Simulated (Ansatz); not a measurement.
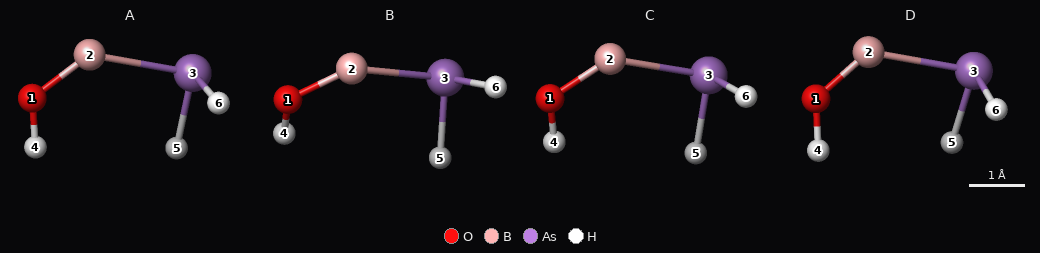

4 geometries from one relaxation of BAsH3O (multiplicity 2), in shuffled order. Style: ball-and-stick. Shown at a tilt.

The run prepares an end point of a later path (inversion) calculation, from a guessed geometry.

These are results of UHF/def2-SVP (Ansatz 0.2.0), not measurements. (collinear spin; force threshold 0.015 eV/Å; at most 40 steps)

### Order the frames from highest to lowest energy.

D, A, C, B. They are steps 0, 3, 5, 10, at +5.23 kcal/mol, +2.00 kcal/mol, +0.72 kcal/mol relative to the last. The energy falls by 5.23 kcal/mol in 9 accepted moves (10 points after the start). The largest force component goes from 1.5 to 0.0047 eV/Å. The line search rejected the trial step at point 8 of the run. H4 moves most after the best rigid fit: 0.63 Å. By element the largest moves are H 0.63 Å, B 0.53 Å, As 0.22 Å, O 0.18 Å. Some distances before and after: O1–B2 1.302 → 1.325 Å, O1–H4 0.965 → 0.948 Å, As3–H5 1.503 → 1.515 Å. Among the angles between lasting bonds that change: B2–O1–H4 127.3° → 117.7°, B2–As3–H5 90.6° → 98.5°, H5–As3–H6 89.1° → 95.7°. Groups turn about B2–As3 by about 60°.
